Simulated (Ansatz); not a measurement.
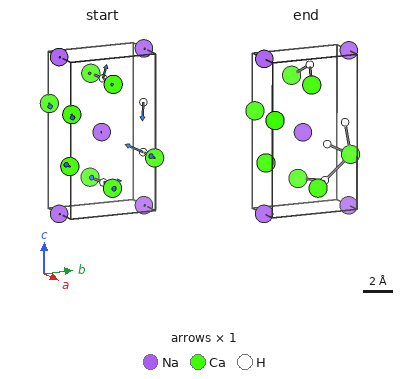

The structure of a crystal of NaCa$_{2}$H$_{2}$ (a generated structure, set up in P1) (coarse preliminary run) before (left) and after (right) a relaxation, at one scale. The blue arrows give the displacements (the part carried along by the change of the cell is left out), at their true length.

A ball-and-stick model of the cell of the calculation, seen slightly off an axis.

Level of theory: DFT PBE, scalar-relativistic, plane waves, PAW (Ansatz 0.2.0). Settings: plane-wave cutoff 420 eV; k-point mesh 6 × 4 × 2; occupations gaussian; smearing width 0.2 eV; no spin polarisation; cell and atoms relaxed; force threshold 0.025 eV/Å; at most 60 steps.

Q: Summarise the run.

A: The run was cut off at its time limit before the relaxation converged, so the last structure is only a point on the way. The atom that moves furthest relative to the cell is an H atom (1.50 Å roughly along [−3 −2 1]). By element the largest moves are H 1.50 Å, Ca 0.98 Å, Na 0.16 Å. The drawn cell changes as follows: a 4.134 → 3.728 Å (−9.8 %), b 6.477 → 6.464 Å (−0.2 %), c 11.289 → 11.168 Å (−1.1 %), α 89.1° → 89.2°, β 90.0° → 89.4°, γ 90.2° → 90.4°; the volume changes by −11.0 %. Near-neighbour distances that change, for instance: Ca–H 4.146 → 2.350 Å, Ca–H 4.136 → 2.569 Å, Ca–H 2.056 → 2.303 Å, Ca–H 2.062 → 2.247 Å. New bonds form, among them: Ca–H (4.15 → 2.35 Å). Among the angles between lasting bonds that change: H–Ca–H 175.7° → 112.9°, Ca–H–Ca 175.7° → 112.9°, Ca–H–Ca 171.2° → 109.9°. The space group stays P1 (No. 1). After 10 geometry steps the energy has fallen by 261 meV per atom. The largest force component goes from 0.38 to 0.39 eV/Å. Pressure: 0.44 GPa at the start and −1.22 GPa at the end.

Limits of the set-up: layers or molecules are held without a dispersion correction, so their spacing is unreliable.
